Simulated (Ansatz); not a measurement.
# Cl$_{4}$Si···H$_{4}$OSi: what the fields show

Input file:

```
crystal:
  periodic: [false, false, false]
  atoms:
    - { symbol: Si, position_ang: [0.0, 0.0, 0.0] }
    - { symbol: Cl, position_ang: [0.0, 0.0, 2.48] }
    - { symbol: Cl, position_ang: [2.0086, 0.0, -0.7093] }
    - { symbol: Cl, position_ang: [-1.0032, 1.7381, -0.7093] }
    - { symbol: Cl, position_ang: [-1.0032, -1.7381, -0.7093] }
    - { symbol: O, position_ang: [-1.879, 0.0, 0.6243] }
    - { symbol: Si, position_ang: [-3.1189, -0.9102, -0.0514] }
    - { symbol: H, position_ang: [-2.618, -2.2382, -0.3935] }
    - { symbol: H, position_ang: [-4.211, -1.0354, 0.9095] }
    - { symbol: H, position_ang: [-3.6069, -0.249, -1.2582] }
    - { symbol: H, position_ang: [-1.3553, 0.0, 1.769] }
basis:
  gaussian: { orbitals: def2-SVP }
hamiltonian:
  xc: hf
relax:
  f_tol: 0.15
  max_steps: 25
  restrain:
    - { distance: [0, 5], at: 2.88, k: 30.0 }
    - { distance: [10, 1], at: 2.57, k: 30.0 }
    - { distance: [0, 1], at: 2.13, k: 30.0 }
    - { distance: [10, 5], at: 1.01, k: 30.0 }
output:
  orbitals: {}
```

Run with:

```sh
ansatz run input.yaml --threads 4 --pin off --max-ram 5120MiB --backend cpu --events-out ev --progress --plain --runs-dir out
```

The fields are those of the run's last geometry, not of the input's.

Not at a stationary point (largest force 1.4 eV/Å).

The calculation used RHF/def2-SVP (Ansatz 0.2.0).

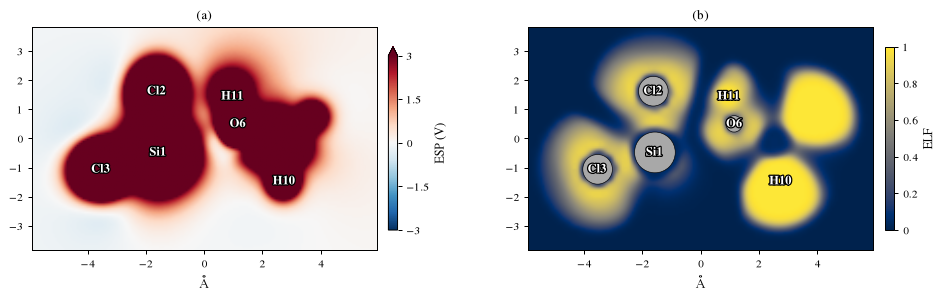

Figure 1. (a) molecular electrostatic potential; (b) ELF on the plane of atoms Cl2, Si1 and Cl3. Grey discs cover the atomic cores in the ELF map.

What do the fields say about this system?

Answer.
- The section cuts through Si, Cl, O and H sites.
- Si1···O6 (2.89 Å): the ELF dips to about 0 between them.
- Si–Cl (2.05 Å): the ELF peaks at about 0.90 between the atoms; a shared but strongly polarised pair.
- O–H (0.97 Å): the ELF climbs to about 1 towards the hydrogen, as it does in any bond to H (a covalent bond by its length).
- Si–Cl (2.10 Å): the ELF peaks at about 0.90 between the atoms, as expected for a shared but strongly polarised pair.
- The ELF also peaks beside Cl3 and Cl2, away from the bonds: lone-pair regions.
- Outside the dense part of the complex the potential is most negative (−0.4 V) near Cl3.

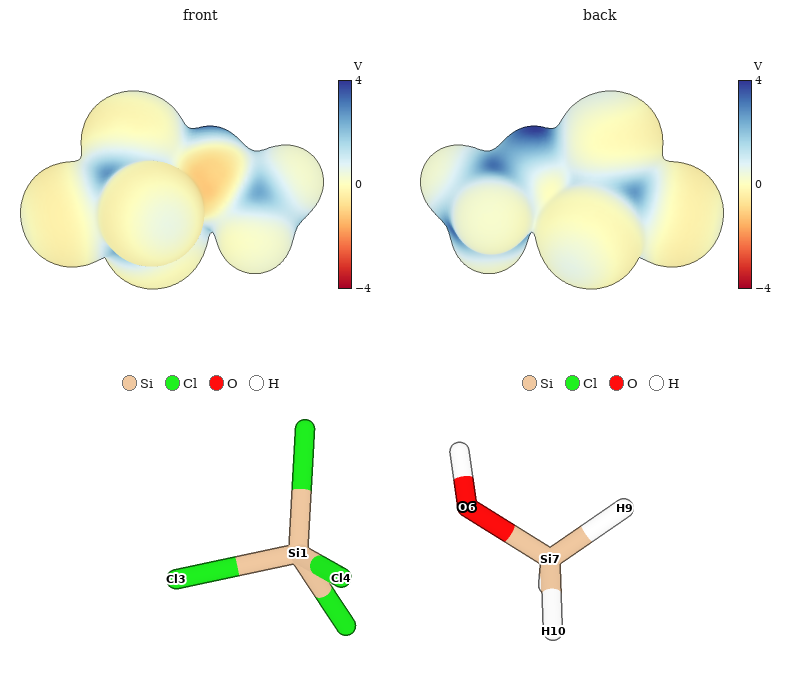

Figure 2. The electrostatic potential painted on the density surface at 0.004 e/bohr³, seen from the front and from behind; the colour scale runs from red (negative) to blue (positive). The bare structure is drawn below in the same view.

Describe the electrostatic potential map.

Answer. The most negative region (about −1.0 V) lies over Cl4 and O6, the most positive (about +3.6 V) over H11. Cl3 shows a σ-hole: about +0.3 V at the tip opposite its bond, against about −0.2 V on its flanks. Cl4 shows a σ-hole: about +0.5 V at the tip opposite its bond, against about −0.3 V on its flanks.

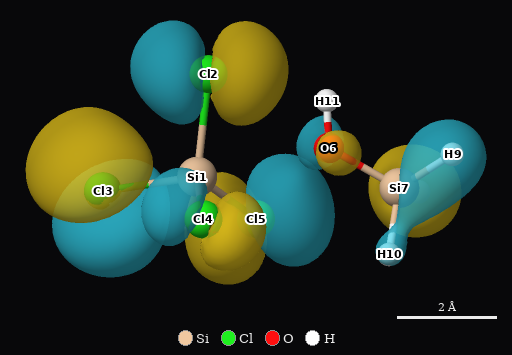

Figure 3. The HOMO−1 at ±0.06 Å⁻³ᐟ² (yellow and cyan are the two phases), seen at a tilt.

Where does this orbital lie, and at what energy?

Answer. It lies mainly on Cl3 (about 45 %), Cl5 (about 20 %) and Cl2 (about 15 %); largely a combination of lone pairs on Cl3, Cl5 and Cl2. Its energy is −12.56 eV.
